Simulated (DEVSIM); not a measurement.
Structure: CdS/CdTe n-p heterojunction, at 350 K.

```csv
layer (left to right),material,thickness (μm),Nd (cm⁻³),Na (cm⁻³),τn (s),τp (s)
1,CdS,0.480,3.2e16,-,7.7e-10,7.7e-10
2,CdTe,0.640,-,2.7e17,7.7e-10,7.7e-10
```

Left contact: ohmic. Right contact: ohmic. Voltage is applied to the left contact. Recombination: SRH at mid-gap. Mobility is constant in doping.

The device is made up for the run: typed textbook-type constants, with dimensions and the other settings drawn at random. Values at 300 K; Nc and Nv go as T^1.5, mobilities as T to minus their exponent, the gap by Varshni's rule with the affinity fixed.

```
parameter             CdS     CdTe
----------------  -------  -------
gap (eV)              2.4      1.5
affinity (eV)         4.3     4.28
permittivity            9     10.2
Nc (cm⁻³)          2.2e18     8e17
Nv (cm⁻³)          1.8e19   1.8e19
μn (cm²/Vs)           300     1000
μp (cm²/Vs)            25       80
T exponent of μn      1.5      1.7
T exponent of μp      1.5      1.5
Varshni α (eV/K)  0.00039  0.00031
Varshni β (K)         103      108
```

Model (solved in DEVSIM): 1D drift-diffusion, Boltzmann statistics, complete ionisation; no tunnelling, impact ionisation, image-force lowering or self-heating. Band offsets follow the typed affinities; no thermionic-emission limit at abrupt steps, no polarisation charge.

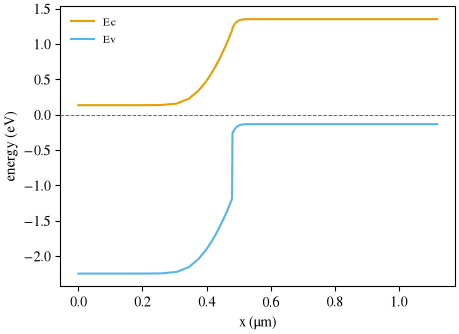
*Band edges at zero bias*

Energies count from the Fermi level of the right contact; mesh points crowd at the junctions.

| x (μm) | Ec (eV) | Ev (eV) | n (cm⁻³) | p (cm⁻³) | field (V/cm) |
|---|---|---|---|---|---|
| 0.000 | 0.135 | -2.247 | 3.2e16 | < 1e2 | ≈ 0 |
| 0.005167 | 0.135 | -2.247 | 3.2e16 | < 1e2 | ≈ 0 |
| 0.01497 | 0.135 | -2.247 | 3.2e16 | < 1e2 | ≈ 0 |
| 0.03591 | 0.135 | -2.247 | 3.2e16 | < 1e2 | ≈ 0 |
| 0.09749 | 0.135 | -2.247 | 3.2e16 | < 1e2 | ≈ 0 |
| 0.2054 | 0.135 | -2.247 | 3.2e16 | < 1e2 | 120 |
| 0.3450 | 0.227 | -2.155 | 1.5e15 | < 1e2 | 29000 |
| 0.4291 | 0.693 | -1.689 | 2.9e8 | < 1e2 | 82000 |
| 0.4577 | 0.955 | -1.427 | 49000 | < 1e2 | 100000 |
| 0.4717 | 1.102 | -1.280 | 380 | < 1e2 | 110000 |
| 0.4782 | 1.175 | -1.207 | < 1e2 | < 1e2 | 110000 |
| 0.4844 | 1.255 | -0.230 | < 1e2 | 1.1e16 | 81000 |
| 0.4935 | 1.310 | -0.175 | < 1e2 | 6.8e16 | 43000 |
| 0.5130 | 1.347 | -0.138 | < 1e2 | 2.3e17 | 5400 |
| 0.5745 | 1.352 | -0.134 | < 1e2 | 2.7e17 | ≈ 0 |
| 0.6720 | 1.352 | -0.134 | < 1e2 | 2.7e17 | ≈ 0 |
| 0.8591 | 1.352 | -0.134 | < 1e2 | 2.7e17 | ≈ 0 |
| 0.9960 | 1.352 | -0.134 | < 1e2 | 2.7e17 | ≈ 0 |
| 1.074 | 1.352 | -0.134 | < 1e2 | 2.7e17 | ≈ 0 |
| 1.100 | 1.352 | -0.134 | < 1e2 | 2.7e17 | ≈ 0 |
| 1.112 | 1.352 | -0.134 | < 1e2 | 2.7e17 | ≈ 0 |
| 1.120 | 1.352 | -0.134 | < 1e2 | 2.7e17 | ≈ 0 |
